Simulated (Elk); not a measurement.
# Cr (Chromium): which magnetic order is lowest, part 2 of 3

A self-consistent run ends on one state, which hangs on the start. Several orders of Cr (Chromium) are started in Elk and their energies compared.

Elk 11.2.3 (patched build); PBE; all-electron APW+lo, Dirac cores, scalar-relativistic bands.

So far. Step 2 (Run 1 (ferro +)): After 36 cycles the seed has died away: no moment is left.

## 3. Start 2: antiferro q=(1/2,1/2,1/2) +-

Reversing part of the moments tests the sign of the couplings between them.

The cell is doubled to 2 atoms to hold this order. Its mesh is chosen so that both cells sample the same points.

elk.in reads:

```
tasks
  0

xctype
  20

rgkmax
  7.0

nempty
  12

swidth
  0.001837

reducebf
  0.5

epsengy
  1e-05

maxscl
  100

lmaxi
  3

spinpol
  .true.

sppath
  './'

avec
  -5.44978117081 5.44978117081 5.44978117081
  0.00000000000 0.00000000000 5.44978117081
  0.00000000000 5.44978117081 0.00000000000

atoms
  1
  'Cr.in'
  2
  0.0000000000 0.0000000000 0.0000000000   0.000000 0.000000 -0.125000
  0.5000000000 0.0000000000 0.0000000000   0.000000 0.000000 0.125000

ngridk
  8 16 16
```

Launch:

```
> OMP_NUM_THREADS=4 elk
```

Numbers of over 12 decimals in the logs are rounded to 6 here.

What it wrote:

```text
┌─────────────────────────┐
│ Elk code version 11.2.3 │
└─────────────────────────┘

All units are atomic (Hartree, Bohr, etc.)

┌─────────────────────────────────────────────────┐
│ Ground-state run starting from atomic densities │
└─────────────────────────────────────────────────┘

Lattice vectors :
  -5.449781171       5.449781171       5.449781171
   0.000000000       0.000000000       5.449781171
   0.000000000       5.449781171       0.000000000

Species : 1 (Cr)
 parameters loaded from : Cr.in
 name : chromium
 nuclear charge    :   -24.00000000
 electronic charge :    24.00000000
 atomic mass :    94783.09202
 muffin-tin radius :    2.334824469
 number of radial points in muffin-tin :    993
 inner part over the whole radius :   0.9938561239E-02
 number on inner part of muffin-tin    :    699
 approximate nuclear radius :   0.6987106690E-04
 number of mesh points to nuclear radius :    329
 atomic positions (lattice), magnetic fields (Cartesian) :
  1 :   0.00000000  0.00000000  0.00000000    0.00000000  0.00000000 -0.12500000
  2 :   0.50000000  0.00000000  0.00000000    0.00000000  0.00000000  0.12500000

Total number of atoms per unit cell :    2
Total muffin-tin volume :    106.6304675
 ratio of muffin-tin to unit cell volume :   0.6587856359

Spin treatment :
 spin-polarised
 global magnetic field (Cartesian) :    0.000000000       0.000000000       0.000000000
 collinear magnetisation in z-direction

Number of Bravais lattice symmetries :   48
Number of crystal symmetries         :   96
Crystal has inversion symmetry
Real symmetric eigensolver will be used

k-point grid :      8    16    16
k-point offset :    0.000000000       0.000000000       0.000000000
k-point set is reduced with full crystal symmetry group
Total number of k-points :       85

Muffin-tin radius times maximum |G+k| :    7.000000000
 using average radius
Maximum |G+k| for APW functions       :    2.998084049
Maximum (1/2)|G+k|²                   :    4.494253983
Maximum |G| for potential and density :    12.00000000
Constant for pseudocharge density :    7
 order of it for each species :   14
 order of it for pair densities of each species (exact exchange by exxq0 0: 14) :   10
Radial integration step length :    1

G-vector grid sizes :     40    21    21
Number of G-vectors :     4729

Maximum angular momentum used for
 APW functions            :    8
 outer part of muffin-tin :    6
 inner part of muffin-tin :    3

Number of empty states         :     24
Total number of valence states :     78
Total number of core states    :     20

Third-order local-orbitals added for an l without core states : T
Total number of local-orbitals :     46

Exchange-correlation functional :     20     0     0
 Perdew-Burke-Ernzerhof, Phys. Rev. Lett. 77, 3865 (1996)
 gradient requirement :    1
 generalised gradient approximation (GGA)

Smearing type :    3
 Fermi-Dirac
Smearing width :   0.1837000000E-02
Effective electronic temperature (K) :    580.0787206

Mixing type :    3
 Broyden mixing, J. Phys. A: Math. Gen. 17, L317 (1984)

Kohn-Sham potential initialised from atomic data

┌──────────────────────────────┐
│ Self-consistent loop started │
└──────────────────────────────┘

┌─────────────────┐
│ Loop number : 1 │
└─────────────────┘

Energies :
 Fermi                       :     0.321904
 sum of occupied eigenvalues :     -1220.8561690041
 electron kinetic            :      2115.8408203728
 core electron kinetic       :      1925.9804655071
 Coulomb                     :     -4121.0842241356
 Coulomb potential           :     -3224.8803102507
 nuclear-nuclear             :     -384.63901597461
 electron-nuclear            :     -4263.5713083926
 Hartree                     :      527.12610023160
 Madelung                    :     -2508.6440690102
 xc potential                :     -111.69982660211
 xc effective B-field        :    -0.76581375046267E-01
 external B-field            :      0.000000
 exchange                    :     -94.516618625066
 correlation                 :     -2.190600
 electron entropic           :    -0.15611198225334E-03
 total energy                :     -2101.9507786860
 (external B-field energy excluded from total)

Density of states at Fermi energy :    13.70183279
 (states/Hartree/unit cell)

Estimated indirect band gap :   0.5495309612E-03
 from k-point 8 to k-point 9
Estimated direct band gap   :   0.1072818898E-01
 at k-point 28

Charges :
 core                        :    20.00000000
 valence                     :    28.00000000
 interstitial                :    2.874256198
 muffin-tins (core leakage)
  species : 1 (Cr)
   atom 1                    :    22.56287190     ( -0.2218858199E-06)
   atom 2                    :    22.56287190     ( -0.2218858199E-06)
 total in muffin-tins        :    45.12574380
 total calculated charge     :    47.99995973
 total charge                :    48.00000000
 error                       :   0.4027163492E-04

Moments :
 interstitial                :   0.4831959384E-17
 muffin-tins
  species : 1 (Cr)
   atom 1                    :    1.408165941
   atom 2                    :   -1.408165941
 total in muffin-tins        :    0.000000000
 total moment                :   0.4831959384E-17

[... earlier loops left out ...]

┌──────────────────┐
│ Loop number : 20 │
└──────────────────┘

Energies :
 Fermi                       :     0.372001
 sum of occupied eigenvalues :     -1220.8845129185
 electron kinetic            :      2125.8895182243
 core electron kinetic       :      1925.4934204470
 Coulomb                     :     -4130.0611065954
 Coulomb potential           :     -3220.1913705151
 nuclear-nuclear             :     -384.63901597461
 electron-nuclear            :     -4286.4710728433
 Hartree                     :      541.04898222249
 Madelung                    :     -2519.9654213378
 xc potential                :     -126.53054003041
 xc effective B-field        :    -0.52120506848751E-01
 external B-field            :      0.000000
 exchange                    :     -95.417377325462
 correlation                 :     -2.185770
 electron entropic           :    -0.20424416828759E-03
 total energy                :     -2101.7749402317
 (external B-field energy excluded from total)

Density of states at Fermi energy :    17.91835834
 (states/Hartree/unit cell)

Estimated indirect band gap :   0.2134903618E-02
 from k-point 32 to k-point 23
Estimated direct band gap   :   0.1149316152E-01
 at k-point 8

Charges :
 core                        :    20.00000000
 valence                     :    28.00000000
 interstitial                :    2.362652985
 muffin-tins (core leakage)
  species : 1 (Cr)
   atom 1                    :    22.81867351     ( -0.2218884614E-06)
   atom 2                    :    22.81867351     ( -0.2218884614E-06)
 total in muffin-tins        :    45.63734701
 total calculated charge     :    47.99998479
 total charge                :    48.00000000
 error                       :   0.1521288767E-04

Moments :
 interstitial                :   0.3294620566E-17
 muffin-tins
  species : 1 (Cr)
   atom 1                    :    1.160640985
   atom 2                    :   -1.160640985
 total in muffin-tins        :  -0.2220446049E-15
 total moment                :  -0.2187499844E-15

┌──────────────────────────────┐
│ Self-consistent loop stopped │
└──────────────────────────────┘

Wrote STATE.OUT
```

It took 5 min on 4 threads of Intel Xeon at 2.70GHz, shared host; peak memory 0.2 GiB.

Spin moment in the muffin-tin sphere by atom:

| atom | spin moment in the muffin-tin sphere (μB) |
| --- | --- |
| Cr1 | 1.16 |
| Cr2 | -1.16 |

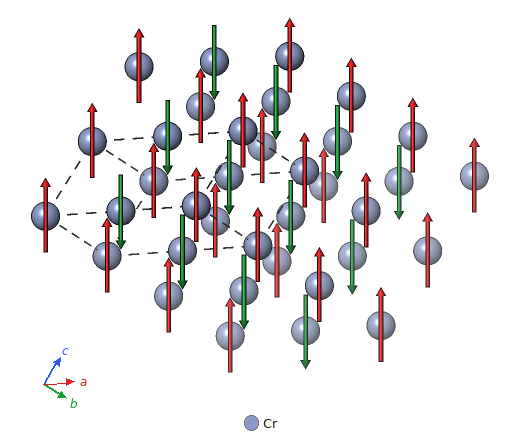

Spin moment in the muffin-tin sphere as arrows, the longest 1.16 μB. Up and down stand for the sign. Arrows give size and sign along the axis of quantisation, drawn up and down the page. The two directions have two colours. 1×3×2 cells are drawn. Some periodic images of atoms are drawn too.

Read from the output:

```yaml
density_of_states_at_the_fermi_level: 0.6585 states/eV/cell
moment_between_the_spheres: 0 μB
magnetization: 0 μB
final_state: antiferromagnetic
```

It lies 19.1 meV a seeded atom under the first start, and its largest moment is 1.16 μB against 1.1e-6 μB.

## 4. Order 3, typed as antiferro q=(0,0,1/2) +-

Reversing part of the moments tests the sign of the couplings between them.

This order needs a doubled cell of 2 atoms. Its mesh is chosen so that both cells sample the same points.

elk.in reads:

```
tasks
  0

xctype
  20

rgkmax
  7.0

nempty
  12

swidth
  0.001837

reducebf
  0.5

epsengy
  1e-05

maxscl
  100

lmaxi
  3

spinpol
  .true.

sppath
  './'

avec
  -2.72489058540 2.72489058540 2.72489058540
  2.72489058540 -2.72489058540 2.72489058540
  5.44978117081 5.44978117081 -5.44978117081

atoms
  1
  'Cr.in'
  2
  0.0000000000 0.0000000000 0.0000000000   0.000000 0.000000 -0.125000
  0.0000000000 0.0000000000 0.5000000000   0.000000 0.000000 0.125000

ngridk
  16 16 8
```

Launch:

```
> OMP_NUM_THREADS=4 elk
```

What it wrote:

```text
Info(gndstate): no moment of its own; a second start begins; STATE.OUT holds the state before
Info(gndstate): the second start gave no lower state; one of another order, or behind a
 stronger field, isn't excluded

--- INFO.OUT ---
┌─────────────────────────┐
│ Elk code version 11.2.3 │
└─────────────────────────┘

All units are atomic (Hartree, Bohr, etc.)

┌─────────────────────────────────────────────────┐
│ Ground-state run starting from atomic densities │
└─────────────────────────────────────────────────┘

Lattice vectors :
[...]
total in muffin-tins        :    45.62657050
 total calculated charge     :    48.00038404
 total charge                :    48.00000000
 error                       :   0.3840405170E-03

Moments :
 interstitial                :  -0.3411930107E-21
 muffin-tins
  species : 1 (Cr)
   atom 1                    :  -0.5177065306E-05
   atom 2                    :   0.5177065306E-05
 total in muffin-tins        :    0.000000000
 total moment                :  -0.3411930107E-21

┌──────────────────────────────┐
│ Self-consistent loop stopped │
└──────────────────────────────┘

Wrote STATE.OUT

[key lines of the parts left out:]
total energy                :     -2101.7735571045
```

Elapsed: 34 min, on 4 threads; peak memory 0.27 GiB.

The moments died away, and this build then starts once more from a stronger push, within the same count of loops. That gave no lower state.

The spin moment in the muffin-tin sphere vanishes on all atoms.

Numbers from this step:

```yaml
final_state: non-magnetic
```

It ends in the same state without moments as the first start; the 0.31 meV between them is numerical noise.

## 5. Run 4 (no spin polarisation)

A run without seeds gives the energy of the state without moments.

elk.in reads:

```
tasks
  0

xctype
  20

rgkmax
  7.0

nempty
  12

swidth
  0.001837

epsengy
  1e-05

maxscl
  100

lmaxi
  3

sppath
  './'

avec
  -2.72489058540 2.72489058540 2.72489058540
  2.72489058540 -2.72489058540 2.72489058540
  2.72489058540 2.72489058540 -2.72489058540

atoms
  1
  'Cr.in'
  1
  0.0000000000 0.0000000000 0.0000000000   0.000000 0.000000 0.000000

ngridk
  16 16 16
```

Launch:

```
> OMP_NUM_THREADS=4 elk
```

What it wrote:

```text
┌─────────────────────────┐
│ Elk code version 11.2.3 │
└─────────────────────────┘

All units are atomic (Hartree, Bohr, etc.)

┌─────────────────────────────────────────────────┐
│ Ground-state run starting from atomic densities │
└─────────────────────────────────────────────────┘

Lattice vectors :
  -2.724890585       2.724890585       2.724890585
   2.724890585      -2.724890585       2.724890585
   2.724890585       2.724890585      -2.724890585

Species : 1 (Cr)
 muffin-tin radius :    2.334824469
[...]
Estimated direct band gap   :   0.9840278967E-03
 at k-point 83

Charges :
 core                        :    10.00000000
 valence                     :    14.00000000
 interstitial                :    1.186763801
 muffin-tins (core leakage)
  species : 1 (Cr)
   atom 1                    :    22.81323620     ( -0.2218886035E-06)
 total in muffin-tins        :    22.81323620
 total calculated charge     :    24.00011022
 total charge                :    24.00000000
 error                       :   0.1102226749E-03

┌──────────────────────────────┐
│ Self-consistent loop stopped │
└──────────────────────────────┘

Wrote STATE.OUT

[key lines of the parts left out:]
total energy                :     -1050.8867672160
```

Run time: 8.3 s. Hardware: 4 threads; peak memory 0.06 GiB; 23 s of CPU time.

Read from the output:

* density of states at the Fermi level: 0.6720 states/eV/cell
* final state: non-magnetic (no spin polarisation)

It ends in the same state without moments as the first start; the 1.9e-4 meV between them is numerical noise.

## 6. Energies of the orders

These are free energies at a smearing of 0.05 eV, so its entropy term is in the differences. They are divided by the number of seeded atoms, so that cells of unlike size compare. Wavevectors q in the names are fractions of the reciprocal vectors of the first run's cell.

Orders:

| start | final state | typed order kept | energy over the lowest (meV a seeded atom) | largest sphere moment (μB) | net moment (μB a primitive cell) | DOS at the Fermi level (states/eV a primitive cell) | mesh matched | CPU time (s) |
| --- | --- | --- | --- | --- | --- | --- | --- | --- |
| ferro + | non-magnetic | no | 19.13 | 0 | 0 | 0.672 | yes | 751.3 |
| antiferro q=(1/2,1/2,1/2) +- | antiferromagnetic | yes | 0 | 1.161 | 0 | 0.3292 | yes | 1164 |
| antiferro q=(0,0,1/2) +- | non-magnetic | no | 18.82 | 0 | 0 | 0.6718 | yes | 8010 |
| no spin polarisation | non-magnetic | - | 19.13 | 0 | 0 | 0.672 | yes | 23.14 |

(Part 2 of 3 ends here.)

[Logs and program files are shortened in this print: banners, set-up blocks, solver, clock and traceback lines can be left out without a mark of their own.]

[Logs are printed without paths, hosts, clocks, repeated set-up lines and the standing remarks that a program may print on its own settings, such as how far it seeks lower states.]

[Hosts, paths, dates, database ids (printed as entryN), source tags and the programs' standing remarks are cut or masked in the printed files.]

[Where a cell is said to come from a database of computed structures, the database is the Materials Project.]
